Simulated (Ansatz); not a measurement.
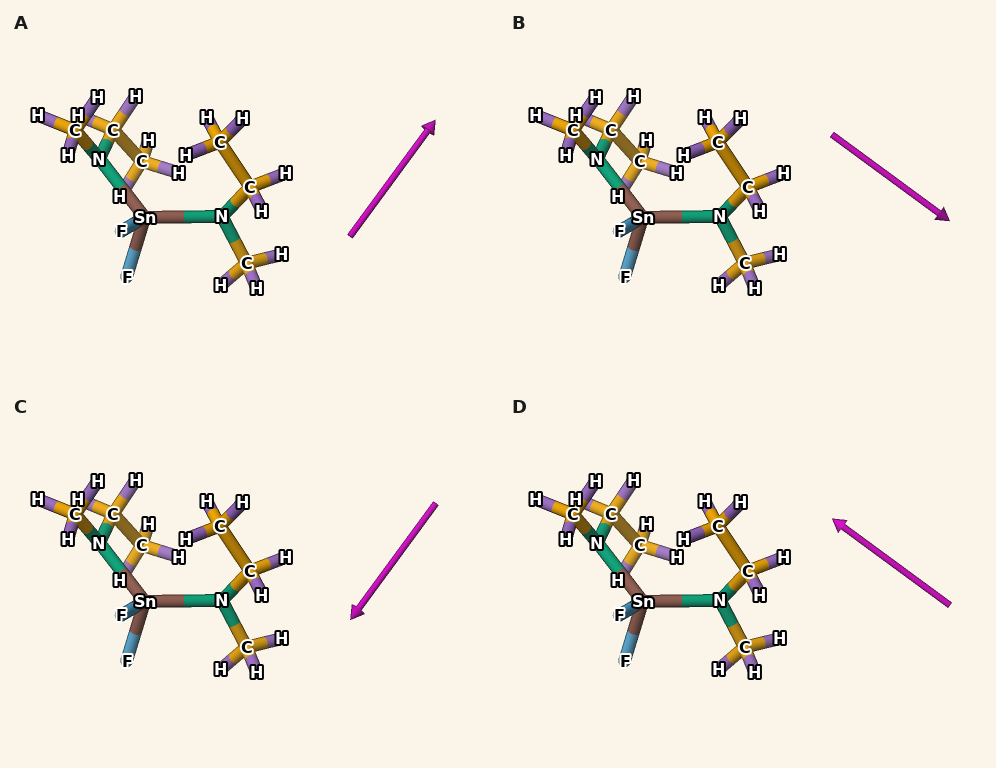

The same molecule four times, each with an arrow. The geometry was computed by an optimisation with PBE-D4/def2-SVP. No frequency run is at hand to confirm it as a minimum. Properties computed with RKS PBE-D4/def2-SVP, core potentials on Sn (Ansatz 0.2.0).

Which arrow points along the dipole moment, from the negative to the positive end?

A. The dipole moment is 3.95 D.
